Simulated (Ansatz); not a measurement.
# KMgH3 (model cell, started as cubic perovskite with Mg in the octahedra): from the cell to its phonons, part 3 of 3

Task: relax KMgH3 (model cell, started as cubic perovskite with Mg in the octahedra), then find its harmonic phonons.

Ansatz 0.2.0; DFT LDA, scalar-relativistic, plane waves, PAW; PAW set soft_1.

So far. Step 4 (Tight relaxation): The forces vanish by symmetry and the pressure is -0.002 GPa, within the tolerances set. The cell now holds 11.98 Å³/atom. Step 5 (Modes at Γ): Before it was imposed, the acoustic sum rule was missed by 1.5e-4 eV/Å² and the charge sum rule by 1.0e-6 e. Small misses are needed for a sound result but don't prove that mesh and cutoff are converged. The lowest optical mode is real, 196 cm⁻¹. The relaxed cell has a = 3.913 Å (conventional setting).

The structure was built from a prototype and need not be the compound's stable phase.

### Step 6. The dispersion (continued)

Interpolated from a 4×4×4 q mesh, with the LO-TO term (at Γ the limit along the path; where Γ stands inside the path, tables give the limit on arrival). The phonon branches at the labelled points (cm⁻¹):

| point | branch 1 | branch 2 | branch 3 | branch 4 | branch 12 | branch 13 | branch 14 | branch 15 |
| --- | --- | --- | --- | --- | --- | --- | --- | --- |
| Γ | 0 | 0 | 0 | 196 | 846 | 1270 | 1270 | 1364 |
| X | 130 | 130 | 163 | 183 | 846 | 1263 | 1263 | 1355 |
| M | 127 | 131 | 131 | 207 | 842 | 1092 | 1259 | 1418 |
| Γ | 0 | 0 | 0 | 196 | 846 | 1270 | 1270 | 1364 |
| R | 149 | 149 | 149 | 309 | 801 | 1108 | 1108 | 1460 |
| X | 130 | 130 | 163 | 183 | 846 | 1263 | 1263 | 1355 |
| jump to R | 149 | 149 | 149 | 309 | 801 | 1108 | 1108 | 1460 |
| M | 127 | 131 | 131 | 207 | 842 | 1092 | 1259 | 1418 |

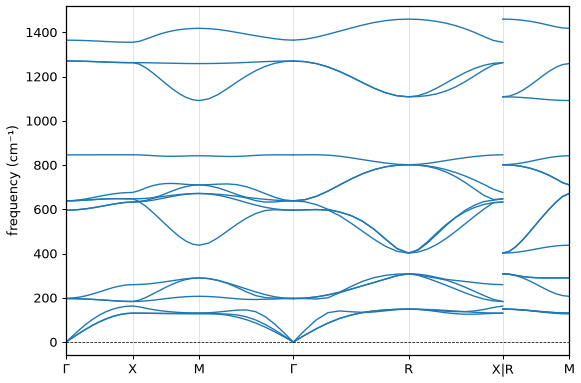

Phonon branches along the path.

The phonon density of states has structure finer than the step of the table below, so its rows give means over 50 cm⁻¹, whole bins alone (the curve runs from 10 to 1470 cm⁻¹). Peaks (cm⁻¹: height): 130.0: 0.0877, 270.0: 0.0327, 630.0: 0.0291, 830.0: 0.0275, 1250.0: 0.0245, 1410.0: 0.0152.

Tetrahedra on a 16×16×16 mesh, mean over bins of 20 cm-1. Interpolated from a 4×4×4 q mesh. The phonon density of states by wavenumber; means over each step:

| wavenumber (cm⁻¹) | phonon density of states (1/cm⁻¹/cell) |
| --- | --- |
| 50 | 0.00200 |
| 100 | 0.0234 |
| 150 | 0.0357 |
| 200 | 0.0209 |
| 250 | 0.0260 |
| 300 | 0.0120 |
| 350 | 4.8e-5 |
| 400 | 7.8e-4 |
| 450 | 0.00463 |
| 500 | 0.00701 |
| 550 | 0.0107 |
| 600 | 0.0226 |
| 650 | 0.0216 |
| 700 | 0.0158 |
| 750 | 0.0133 |
| 800 | 0.00920 |
| 850 | 0.0145 |
| 900 | 0 |
| 950 | 0 |
| 1000 | 0 |
| 1050 | 3.0e-5 |
| 1100 | 0.00363 |
| 1150 | 0.00800 |
| 1200 | 0.0105 |
| 1250 | 0.0163 |
| 1300 | 0.00155 |
| 1350 | 0.00253 |
| 1400 | 0.0121 |

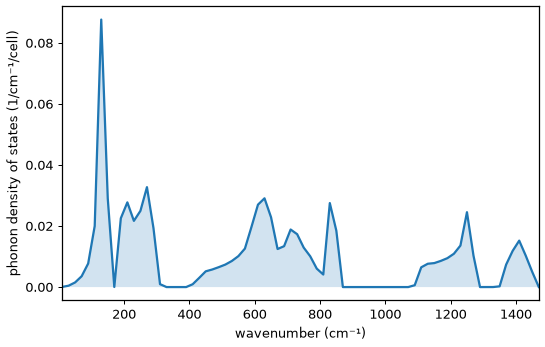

Phonon density of states, plotted against wavenumber.

The partial phonon density of states has structure finer than the step of the table below, so its rows give means over 100 cm⁻¹, whole bins alone (the curve runs from -10 to 1513 cm⁻¹). Peaks (cm⁻¹: height): H 612.4: 0.0268, 717.8: 0.0185, 842.3: 0.0273, 1254.0: 0.0217, 1407.3: 0.0138; K 133.6: 0.0680; Mg 133.6: 0.00448, 200.7: 0.0239, 267.7: 0.027.

Phonopy on the run's constants, 15x15x15 mesh, Gaussian sigma 10.9 cm-1. Interpolated from a 4×4×4 q mesh. Table of partial phonon density of states by wavenumber; means over each step; values in 1/cm⁻¹/cell:

| wavenumber (cm⁻¹) | H | K | Mg |
| --- | --- | --- | --- |
| 100 | 1.7e-4 | 0.0237 | 0.00249 |
| 200 | 5.3e-4 | 0.00514 | 0.0146 |
| 300 | 5.2e-4 | 9.2e-4 | 0.0116 |
| 400 | 0.00140 | 0 | 1.6e-5 |
| 500 | 0.00693 | 0 | 1.6e-4 |
| 600 | 0.0202 | 1.0e-5 | 4.8e-4 |
| 700 | 0.0160 | 2.9e-6 | 1.4e-4 |
| 800 | 0.0128 | 8.5e-6 | 1.5e-4 |
| 900 | 0.00165 | 3.0e-6 | 3.9e-5 |
| 1000 | 0 | 0 | 0 |
| 1100 | 0.00378 | 0 | 4.1e-6 |
| 1200 | 0.0113 | 0 | 7.9e-5 |
| 1300 | 0.00486 | 0 | 5.9e-5 |
| 1400 | 0.00924 | 3.8e-6 | 7.1e-5 |

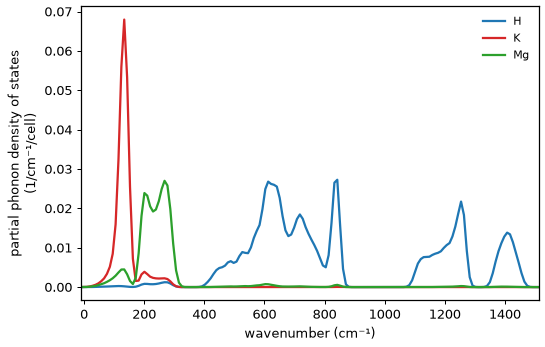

Partial phonon density of states against wavenumber.

Harmonic thermodynamic functions per atom, from the density of states. Interpolated from a 4×4×4 q mesh. Thermodynamic functions, by row:

| T (K) | F_vib (meV/atom) | S (J/mol-atom/K) | C_V (J/mol-atom/K) |
| --- | --- | --- | --- |
| 0 | 110.6 | 0 | 0 |
| 50 | 110.5 | 0.76 | 2.148 |
| 100 | 109.4 | 3.509 | 5.95 |
| 200 | 102.8 | 9.186 | 10.7 |
| 300 | 90.61 | 14.24 | 14.33 |
| 400 | 73.46 | 18.75 | 17.01 |
| 500 | 51.91 | 22.77 | 18.93 |
| 600 | 26.42 | 26.35 | 20.3 |
| 700 | -2.58 | 29.55 | 21.28 |
| 800 | -34.73 | 32.45 | 22 |
| 900 | -69.74 | 35.07 | 22.53 |
| 1000 | -107.3 | 37.47 | 22.94 |

Harmonic mean-square displacement, third of the trace. Interpolated from a 4×4×4 q mesh. Mean square displacements, by row:

| T (K) | K1 U_eq (Å²) | Mg2 U_eq (Å²) | H3 U_eq (Å²) | H4 U_eq (Å²) | H5 U_eq (Å²) |
| --- | --- | --- | --- | --- | --- |
| 0 | 0.00331 | 0.0032 | 0.02247 | 0.02247 | 0.02247 |
| 100 | 0.0048 | 0.00389 | 0.02292 | 0.02292 | 0.02292 |
| 300 | 0.01184 | 0.00804 | 0.02682 | 0.02682 | 0.02682 |
| 600 | 0.02317 | 0.01527 | 0.03851 | 0.03851 | 0.03851 |

Symmetry leaves 10 wavevectors to solve. The lowest mode among them, the acoustic zeros apart, lies at q = (0, 0, 0.25) and is real, 91.1 cm⁻¹.

### Step 7. Outcome

| Item | Value |
| --- | --- |
| space group after relaxation (within 0.01 Å) | Pm-3m |
| volume per atom | 12.0 Å³ |
| gap on the k-mesh | 2.34 eV |
| highest optical mode at the zone centre (no LO-TO term) | 1270 cm⁻¹ |
| top of the zone-centre spectrum with the field | 1364 cm⁻¹ |
| lowest optical zone-centre mode | 196 cm⁻¹ |
| mean high-frequency dielectric constant | 3.80 |
| mean static dielectric constant | 8.96 |
| largest Born charge (third of the trace) | 1.84 e |
| lowest mode on the q mesh (acoustic modes at Γ apart) | 91.1 cm⁻¹ |
| highest frequency on the path or at a solved wavevector | 1460 cm⁻¹ |
| zero-point energy per atom | 111 meV |
| heat capacity at 300 K | 14.3 J/(mol atoms K) |
| vibrational entropy at 300 K | 14.2 J/(mol atoms K) |
| Debye temperature (second moment) | 1344 K |
| imaginary modes on the 4×4×4 q mesh | none |

What this shows: The structure is a minimum as far as tested: no mode is imaginary at the 10 irreducible wavevectors of the 4×4×4 mesh, and the softest away from the acoustic zeros lies at 91 cm⁻¹. Without the field, the optical modes at Γ span 196 to 1270 cm⁻¹. The highest mode in this list at Γ, 1270.3 cm⁻¹, is mostly motion of H (99 % of the kinetic energy). With the macroscopic field of the longitudinal modes the top of the zone-centre spectrum lies at 1364 cm⁻¹, against 1270 cm⁻¹ without it. Lattice motion raises the mean dielectric constant from 3.801 to 8.955. The strongest infrared line is at 596 cm⁻¹. On the path and the mesh, the widest gap between branches runs from 846 to 1092 cm⁻¹. The PAW files were made for PBE and serve the other functionals too. The starting cell was built on a prototype and not taken from a measurement, so the phase need not exist. These are harmonic frequencies at zero temperature: anharmonic shifts, linewidths and thermal expansion are left out.

[Hosts, paths, dates, database ids (printed as entryN), source tags and the programs' standing remarks are cut or masked in the printed files.]
